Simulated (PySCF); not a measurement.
B(Cl)(I)(Me), SMILES IB(C)Cl (CH3BClI), B3LYP/def2-SVP optimised geometry. Atoms within 1.6 Å of the plane z = 1.5 Å (x, y, z in Å): B1 (-0.12, 0.16, 0.00), Cl2 (1.63, 0.16, 0.00), I3 (-1.15, 2.07, 0.00), C4 (-0.96, -1.16, 0.00), H6 (-1.62, -1.19, 0.88), H7 (-0.33, -2.07, 0.00).

Method: B3LYP/def2-TZVP, def2 effective core potentials past Kr run with PySCF. The core electrons that the potentials of I replace are not part of the density.

Map of the electrostatic potential (hartree/e), clipped to [-0.08, 0.12] on the plane z = 1.5 Å:

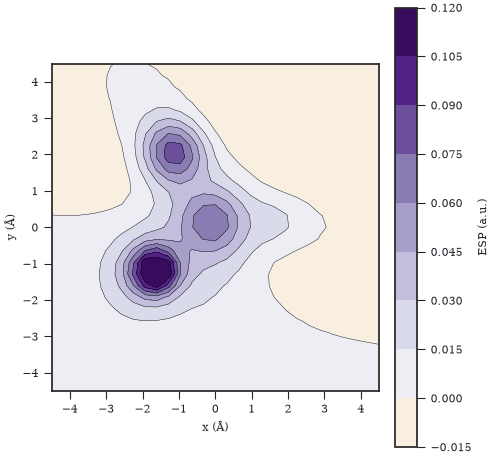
Figure: Electrostatic potential (hartree/e), clipped to [-0.08, 0.12] on the plane z = 1.5 Å.
